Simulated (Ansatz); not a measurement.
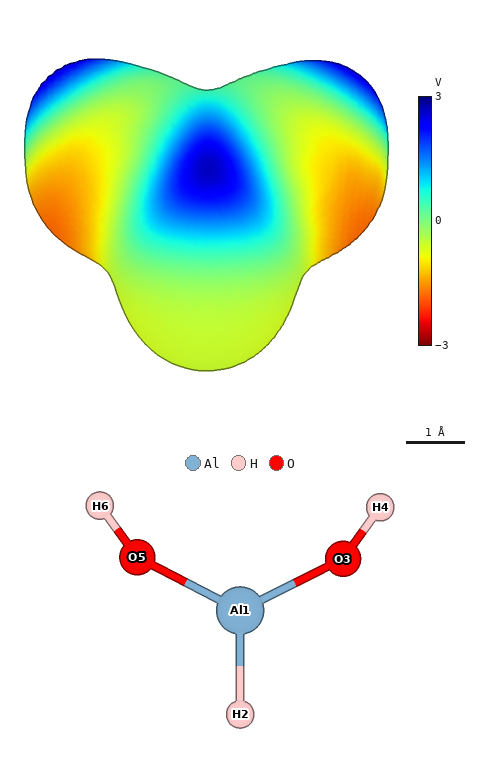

Figure. AlH3O2. The molecular electrostatic potential painted on the density surface at 0.002 e/bohr³, seen at a tilt; red is negative and blue positive. The bare structure is drawn below in the same view.

These are results of RKS r2SCAN-D4/6-31G (Ansatz), not measurements.

```xyz
6

Al    0.0005   -0.1607    0.1860
H     0.1044    0.2528    1.7077
O     1.4434   -0.3599   -0.6863
H     1.9310   -0.5640   -1.4816
O    -1.5460   -0.3791   -0.4784
H    -2.1430   -0.5877   -1.1937
```

Q: Describe the electrostatic potential map.

A: The most negative region (about −1.8 V) lies over O3 and O5, the most positive (about +2.7 V) over H4 and H6.
